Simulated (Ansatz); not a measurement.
SiNH3F− (SMILES N[SiH-]F): the energy, rung by rung

SiNH3F− has 6 atoms, charge -1, and is taken as a singlet. As SMILES, `N[SiH-]F`. The coordinates come from a GFN2-xTB relaxation. This is one conformer, not always the lowest.

```xyz
6

N    -0.7063    0.0641   -0.6564
Si   -0.0184   -0.5726    0.8640
F     1.3438   -1.3628    0.1754
H    -1.4214    0.7597   -0.4736
H    -0.0321    0.4875   -1.2964
H     0.8344    0.6242    1.3869
```

Each level gives the energy change with the N1–H4 bond stretched from 1.014 to 1.268 Å (eV). The values are calculated.

```json
{"level": "HF/STO-3G (restricted)", "kind": "Hartree–Fock", "program": "Ansatz", "value (eV)": "1.03", "less FCI/STO-3G": "+0.44"}
{"level": "SVWN5/STO-3G (restricted)", "kind": "LDA", "program": "Ansatz", "value (eV)": "0.64", "less FCI/STO-3G": "+0.05"}
{"level": "revPBE/STO-3G (restricted)", "kind": "GGA", "program": "Ansatz", "value (eV)": "0.53", "less FCI/STO-3G": "-0.06"}
{"level": "B3LYP/STO-3G (restricted)", "kind": "global hybrid", "program": "Ansatz", "value (eV)": "0.65", "less FCI/STO-3G": "+0.06"}
{"level": "PBE0/STO-3G (restricted)", "kind": "global hybrid", "program": "Ansatz", "value (eV)": "0.73", "less FCI/STO-3G": "+0.14"}
{"level": "wB97X/STO-3G (restricted)", "kind": "range-separated hybrid", "program": "Ansatz", "value (eV)": "0.76", "less FCI/STO-3G": "+0.17"}
{"level": "RPA@PBE/STO-3G (restricted)", "kind": "RPA", "program": "Ansatz", "value (eV)": "0.51", "less FCI/STO-3G": "-0.08"}
{"level": "MP2/STO-3G (restricted)", "kind": "perturbation theory", "program": "Ansatz", "value (eV)": "0.74", "less FCI/STO-3G": "+0.15"}
{"level": "CCSDTQ/STO-3G (restricted)", "kind": "coupled cluster or CI", "program": "Ansatz", "value (eV)": "0.59", "less FCI/STO-3G": "0.00"}
{"level": "FCI/STO-3G", "kind": "exact in the basis", "program": "Ansatz", "value (eV)": "0.59", "less FCI/STO-3G": "0.00"}
```

FCI/STO-3G is exact within its basis and frozen core, so for wave-function methods in that basis the difference is their error; functionals converge differently with the basis, so for them it is only a difference. Sets without diffuse functions describe the anion poorly. The first shape isn't each level's own minimum. The values span 0.51 to 1.03 eV. All rows use very small basis sets, so even the best lies far from the true value.

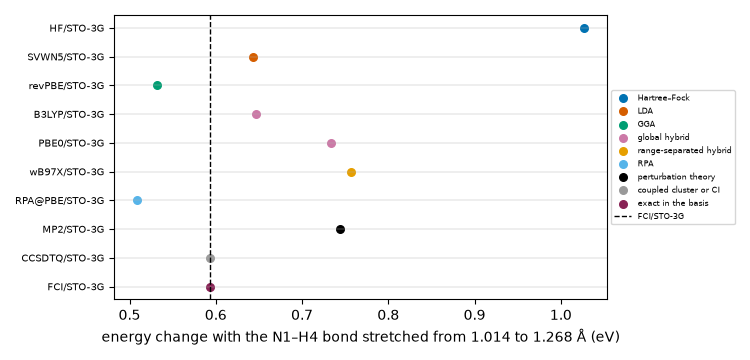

The values of the table, level by level.
